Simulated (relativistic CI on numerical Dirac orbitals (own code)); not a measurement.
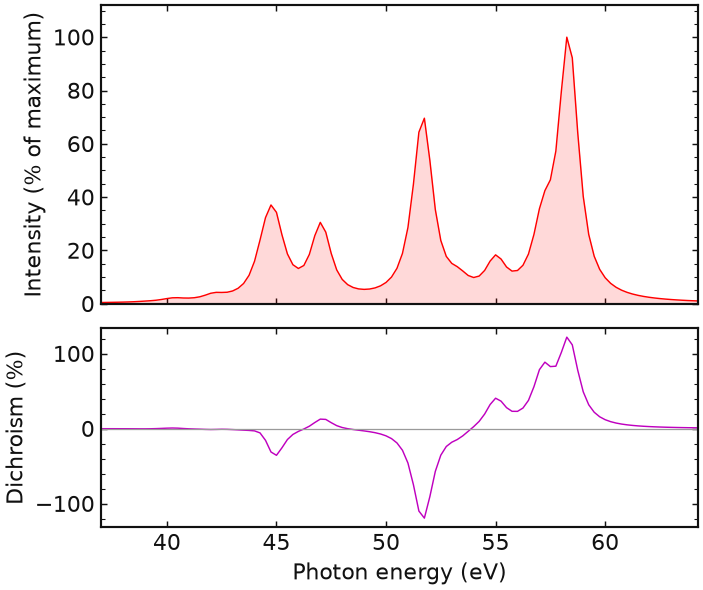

Computed core-level spectrum (absorption) of an ion of charge +5 in no crystal field (free ion). Multiplet model: relativistic Dirac–Coulomb–Breit theory, one configuration a step, Slater integrals scaled by 0.9, 300 K, Voigt broadening (Lorentzian 1 eV, Gaussian 0.3 eV full widths), computed with a radial Dirac CI code. Dichroism is for the ground state at zero temperature, magnetised by an exchange field of 10 meV on Sz.

### Which element and which edge or line is it?

O₂,₃ X-ray absorption of W VI (W⁵⁺), initial configuration [Xe] 4f¹⁴ 5d. The main maxima lie at 44.8 eV (37), 47.0 eV (31), 51.7 eV (70), 55.0 eV (18) and 58.3 eV (100), heights in % of the largest; the centroid is at 53.0 eV. The ground state has S = 0.50. The circular dichroism (Δm = −1 less Δm = +1) is largest at 58.2 eV, 122 % of the isotropic maximum. The magnetised ground state has ⟨Lz⟩ = 1.80 and ⟨Sz⟩ = −0.30.

Limits of the model: free-ion energies, so absolute edge positions are off by a few eV from solids; core and valence shell share one n, so the strongest features autoionise and are far broader and can lie several eV off in experiment.
